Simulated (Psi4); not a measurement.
## Interaction calculation of C$_{2}$H$_{5}$B (part 2 of 2)

The same run, continued: C$_{2}$H$_{5}$B, SMILES C#C.B; PBEh-3c/def2-mSVP, RKS (Psi4 1.11). The geometry comes from this level: GFN2-xTB.

Geometry of the input (Å):
```
C  1.6764  -0.6526  1.5462
C  1.3123  0.4254  1.1846
H  1.9933  -1.6028  1.8606
H  0.9936  1.3734  0.8671
B  -1.4938  0.1129  -1.3658
H  -0.5727  -0.5619  -1.1375
H  -1.4279  0.9330  -2.1905
H  -2.4812  -0.0274  -0.7648
```

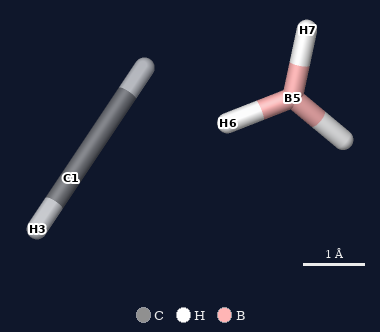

The input geometry (stick view, seen at a tilt; atoms are numbered from 1 in the order of the input).

### Output, continued
```
  Basis Set: DEF2-MSVP
    Blend: DEF2-MSVP
    Number of shells: 13
    Number of basis functions: 21
    Number of Cartesian functions: 22
    Spherical Harmonics?: true
    Max angular momentum: 2

   => Molecular Quadrature <=

    Radial Scheme          =       TREUTLER
    Pruning Scheme         =           NONE
    Nuclear Scheme         =       TREUTLER

    Blocking Scheme        =         OCTREE
    BS radius alpha        =              1
    Pruning alpha          =              1
    Radial Points          =             75
    Spherical Points       =            302
    Total Points           =          87710
    Total Blocks           =            710
    Max Points             =            256
    Max Functions          =             21
    Weights Tolerance      =       1.00E-15

  ==> Integral Setup <==

  DFHelper Memory: AOs need 0.001 GiB; user supplied 1.066 GiB.
  SCF_SUBTYPE=INCORE selected. In-core MEM_DF algorithm will be used.
  Using in-core AOs.

  ==> MemDFJK: Density-Fitted J/K Matrices <==

    J tasked:                   Yes
    K tasked:                   Yes
    wK tasked:                   No
    Memory [MiB]:              1091
    Algorithm:                 Core
    Schwarz Cutoff:           1E-12
    Mask sparsity (%):       0.0000
    Fitting Condition:        1E-10

   => Auxiliary Basis Set <=

  Basis Set: (DEF2-MSVP AUX)
    Blend: DEF2-UNIVERSAL-JKFIT
    Number of shells: 43
    Number of basis functions: 129
    Number of Cartesian functions: 149
    Spherical Harmonics?: true
    Max angular momentum: 4

  Cached 100.0% of DFT collocation blocks in 0.052 [GiB].

  Minimum eigenvalue in the overlap matrix is 2.8945190936E-02.
  Reciprocal condition number of the overlap matrix is 7.5317500602E-03.
    Using symmetric orthogonalization.

  ==> Pre-Iterations <==

  SCF Guess: Superposition of Atomic Densities via on-the-fly atomic UHF (no occupation information).

   -------------------------
    Irrep   Nso     Nmo
   -------------------------
     A         21      21
   -------------------------
    Total      21      21
   -------------------------

  ==> Iterations <==

                           Total Energy        Delta E     RMS |[F,P]|

   @DF-RKS iter SAD:   -25.98112543952254   -2.59811e+01   0.00000e+00
   @DF-RKS iter   1:   -26.52066395193846   -5.39539e-01   6.64807e-03 DIIS/ADIIS
   @DF-RKS iter   2:   -26.53336131792360   -1.26974e-02   3.07026e-03 DIIS/ADIIS
   @DF-RKS iter   3:   -26.53613822377698   -2.77691e-03   3.95097e-05 DIIS
   @DF-RKS iter   4:   -26.53613884146084   -6.17684e-07   4.44168e-06 DIIS
   @DF-RKS iter   5:   -26.53613885352471   -1.20639e-08   3.36886e-07 DIIS
  Energy and wave function converged.

  ==> Post-Iterations <==

   Electrons on quadrature grid:
      Ntotal   =    8.0000001523 ; deviation = 1.523e-07

    Final Occupation by Irrep:
              A
    DOCC [     4 ]
    NA   [     4 ]
    NB   [     4 ]

  @DF-RKS Final Energy:   -26.53613885352471

   => Energetics <=

    Nuclear Repulsion Energy =              7.6027743937662171
    One-Electron Energy =                 -49.4011940242925789
    Two-Electron Energy =                  18.2759617865157082
    DFT Exchange-Correlation Energy =      -3.0143639805976172
    Empirical Dispersion Energy =           0.0006829710835624
    VV10 Nonlocal Energy =                  0.0000000000000000
    Total Energy =                        -26.5361388535247080

Computation Completed

Properties will be evaluated at   0.000000,   0.000000,   0.000000 [a0]

Properties computed using the SCF density matrix

 Multipole Moments:

 ------------------------------------------------------------------------------------
     Multipole            Electronic (a.u.)      Nuclear  (a.u.)        Total (a.u.)
 ------------------------------------------------------------------------------------

 L = 1.  Multiply by 2.5417464519 to convert [e a0] to [Debye]
 Dipole X            :         22.5837262          -22.5840224           -0.0002963
 Dipole Y            :         -1.7177784            1.7163060           -0.0014724
 Dipole Z            :         20.6381926          -20.6393998           -0.0012071
 Magnitude           :                                                    0.0019269

 ------------------------------------------------------------------------------------

	total time  =          1 seconds =       0.02 minutes

    Psi4 run time: 0:00:01.00

    -----------------------------------------------------------------------
                               Psi4 1.11 release

    h
    h
    h

    -----------------------------------------------------------------------

    Memory:     1.5 GiB
    Threads:    1
                ecpint, einsums, f̶o̶r̶t̶e̶, gauxc, gcp, g̶d̶m̶a̶, geometric, g̶p̶u̶_̶d̶f̶c̶c̶,
                i̶n̶t̶e̶g̶r̶a̶t̶o̶r̶x̶x̶, i̶p̶i̶, libefp, m̶d̶i̶, m̶p̶2̶d̶, m̶r̶c̶c̶, ooo,
                o̶p̶e̶n̶f̶e̶r̶m̶i̶o̶n̶p̶s̶i̶4̶, pcmsolver, p̶s̶i̶4̶f̶o̶c̶k̶c̶i̶, p̶s̶i̶x̶a̶s̶,
                p̶y̶e̶i̶n̶s̶u̶m̶s̶, r̶e̶s̶p̶, s̶i̶m̶i̶n̶t̶, s̶n̶s̶m̶p̶2̶,
                v̶2̶r̶d̶m̶_̶c̶a̶s̶s̶c̶f̶

  ==> Geometry <==

    Molecular point group: c1
    Full point group: C1

    Geometry (in Bohr), charge = 0, multiplicity = 1:

       Center              X                  Y                   Z               Mass
    ------------   -----------------  -----------------  -----------------  -----------------
         C            3.167955773979    -1.233178577690     2.921932329705    12.000000000000
         C            2.479906491700     0.803795007463     2.238645157262    12.000000000000
         H            3.766866674920    -3.028871931145     3.515967737243     1.007825032230
         H            1.877575186471     2.595425449749     1.638676009691     1.007825032230
         B           -2.822929577993     0.213368976825    -2.581044633934    11.009305360000
         H           -1.082283946572    -1.061931596201    -2.149487878663     1.007825032230
         H           -2.698264345496     1.763171166836    -4.139426180554     1.007825032230
         H           -4.688826257009    -0.051778495838    -1.445262540750     1.007825032230

  Running in c1 symmetry.

  Rotational constants: A =      1.25455  B =      0.09852  C =      0.09321 [cm^-1]
  Rotational constants: A =  37610.40311  B =   2953.68377  C =   2794.32287 [MHz]
  Nuclear repulsion =   47.079470139559277

  Charge       = 0
  Multiplicity = 1
  Electrons    = 22
  Nalpha       = 11
  Nbeta        = 11

  ==> Primary Basis <==

  Basis Set: DEF2-MSVP
    Blend: DEF2-MSVP
    Number of shells: 31
    Number of basis functions: 55
    Number of Cartesian functions: 58
    Spherical Harmonics?: true
    Max angular momentum: 2

   => Molecular Quadrature <=

    Radial Scheme          =       TREUTLER
    Pruning Scheme         =           NONE
    Nuclear Scheme         =       TREUTLER

    Blocking Scheme        =         OCTREE
    BS radius alpha        =              1
    Pruning alpha          =              1
    Radial Points          =             75
    Spherical Points       =            302
    Total Points           =         174704
    Total Blocks           =           1355
    Max Points             =            256
    Max Functions          =             52
    Weights Tolerance      =       1.00E-15

  ==> Integral Setup <==

  DFHelper Memory: AOs need 0.008 GiB; user supplied 0.918 GiB.
  SCF_SUBTYPE=INCORE selected. In-core MEM_DF algorithm will be used.
  Using in-core AOs.

  ==> MemDFJK: Density-Fitted J/K Matrices <==

    J tasked:                   Yes
    K tasked:                   Yes
    wK tasked:                   No
    Memory [MiB]:               940
    Algorithm:                 Core
    Schwarz Cutoff:           1E-12
    Mask sparsity (%):       5.1570
    Fitting Condition:        1E-10

   => Auxiliary Basis Set <=

  Basis Set: (DEF2-MSVP AUX)
    Blend: DEF2-UNIVERSAL-JKFIT
    Number of shells: 105
    Number of basis functions: 315
    Number of Cartesian functions: 367
    Spherical Harmonics?: true
    Max angular momentum: 4

  Cached 100.0% of DFT collocation blocks in 0.199 [GiB].

  Minimum eigenvalue in the overlap matrix is 1.1750714496E-03.
  Reciprocal condition number of the overlap matrix is 3.0009873888E-04.
    Using symmetric orthogonalization.

  ==> Pre-Iterations <==

  SCF Guess: Superposition of Atomic Densities via on-the-fly atomic UHF (no occupation information).

   -------------------------
    Irrep   Nso     Nmo
   -------------------------
     A         55      55
   -------------------------
    Total      55      55
   -------------------------

  ==> Iterations <==

                           Total Energy        Delta E     RMS |[F,P]|

   @DF-RKS iter SAD:  -102.51480121632760   -1.02515e+02   0.00000e+00
   @DF-RKS iter   1:  -103.56442092806482   -1.04962e+00   7.98607e-03 DIIS/ADIIS
   @DF-RKS iter   2:  -103.62986324433916   -6.54423e-02   5.42618e-03 DIIS/ADIIS
   @DF-RKS iter   3:  -103.67845927225854   -4.85960e-02   2.37106e-04 DIIS/ADIIS
   @DF-RKS iter   4:  -103.67856245700659   -1.03185e-04   5.38335e-05 DIIS
   @DF-RKS iter   5:  -103.67856813426813   -5.67726e-06   1.06964e-05 DIIS
   @DF-RKS iter   6:  -103.67856819276466   -5.84965e-08   9.20516e-06 DIIS
   @DF-RKS iter   7:  -103.67856832495006   -1.32185e-07   3.92838e-07 DIIS
  Energy and wave function converged.

  ==> Post-Iterations <==

   Electrons on quadrature grid:
      Ntotal   =   22.0000045735 ; deviation = 4.573e-06

    Orbital Energies [Eh]
    ---------------------

    Doubly Occupied:

       1A    -10.455229     2A    -10.452485     3A     -6.968587
       4A     -0.846122     5A     -0.643112     6A     -0.581732
       7A     -0.565334     8A     -0.404158     9A     -0.403394
      10A     -0.342648    11A     -0.341656

    Virtual:

      12A     -0.041838    13A      0.071332    14A      0.073146
      15A      0.165387    16A      0.194198    17A      0.197711
      18A      0.212826    19A      0.253297    20A      0.347986
      21A      0.361436    22A      0.372847    23A      0.384476
      24A      0.434417    25A      0.519599    26A      0.520601
      27A      0.586086    28A      0.652964    29A      0.685213
      30A      0.719551    31A      0.827694    32A      1.069120
      33A      1.122592    34A      1.156600    35A      1.163180
      36A      1.279171    37A      1.524556    38A      1.562893
      39A      1.563865    40A      1.591243    41A      1.592014
      42A      1.779628    43A      1.782295    44A      2.005099
      45A      2.005282    46A      2.061718    47A      2.210979
      48A      2.215061    49A      2.552559    50A      2.554516
      51A      2.610622    52A      3.448262    53A      8.904588
      54A     13.303514    55A     14.427479

    Final Occupation by Irrep:
              A
    DOCC [    11 ]
    NA   [    11 ]
    NB   [    11 ]

  @DF-RKS Final Energy:  -103.67856832495006

   => Energetics <=

    Nuclear Repulsion Energy =             47.0794701395592767
    One-Electron Energy =                -230.6305666338179208
    Two-Electron Energy =                  89.5924183514495382
    DFT Exchange-Correlation Energy =      -9.7214548598550827
    Empirical Dispersion Energy =           0.0015646777141252
    VV10 Nonlocal Energy =                  0.0000000000000000
    Total Energy =                       -103.6785683249500636

Computation Completed

Properties will be evaluated at   0.000000,   0.000000,   0.000000 [a0]

Properties computed using the SCF density matrix

 Multipole Moments:

 ------------------------------------------------------------------------------------
     Multipole            Electronic (a.u.)      Nuclear  (a.u.)        Total (a.u.)
 ------------------------------------------------------------------------------------

 L = 1.  Multiply by 2.5417464519 to convert [e a0] to [Debye]
 Dipole X            :        -16.9150752           16.9475930            0.0325178
 Dipole Y            :          1.2594470           -1.2934419           -0.0339949
 Dipole Z            :        -15.4560086           15.4787089            0.0227003
 Magnitude           :                                                    0.0522338

 ------------------------------------------------------------------------------------

	total time  =          3 seconds =       0.05 minutes

    Psi4 run time: 0:00:02.99

  //>>>>>>>>>>>>>>>>>>>>>>>>>>>>>>>>>>>//
  //          ManyBody Results         //
  //<<<<<<<<<<<<<<<<<<<<<<<<<<<<<<<<<<<//

   ==> N-Body: Non-Counterpoise Corrected (NoCP) energies <==

              MC n-Body  Total Energy            Interaction Energy                          N-body Contribution to Interaction Energy
                         [Eh]                    [Eh]                  [kcal/mol]            [Eh]                  [kcal/mol]
              §A  1     -103.678316456537        0.000000000000        0.000000000000        0.000000000000        0.000000000000
     FULL/RTN §A  2     -103.678568324950       -0.000251868413       -0.158049815456       -0.000251868413       -0.158049815456

   MC Legend: §A: "(auto)"

    Psi4 run time: 0:00:07.65

[set-up sections that repeat, and orbital energies of the middle runs, are left out above]
```
